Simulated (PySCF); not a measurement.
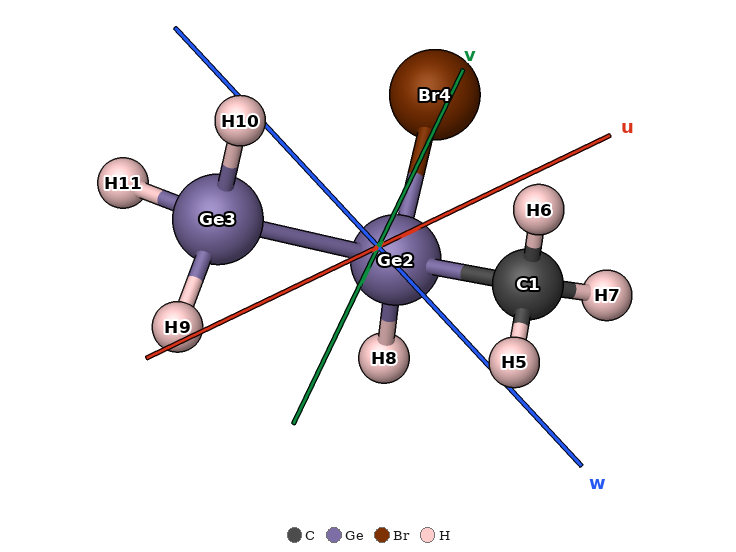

The lines u, v and w are the principal axes of the static dipole polarisability. The geometry was computed by an optimisation with PBE0-D3(BJ)/def2-SVP. No frequency run is at hand to confirm it as a minimum. Level of theory: CAM-B3LYP/def2-SVPD in water (IEF-PCM) (PySCF 2.14.0).

### Along which axis is the molecule most polarisable, and along which least?

Most along u (close to the long direction Ge3···Br4), least along v.

### Give the three principal values.

u 159.8, v 127.7, w 143.9 bohr³; mean 143.8, anisotropy 27.8 bohr³.
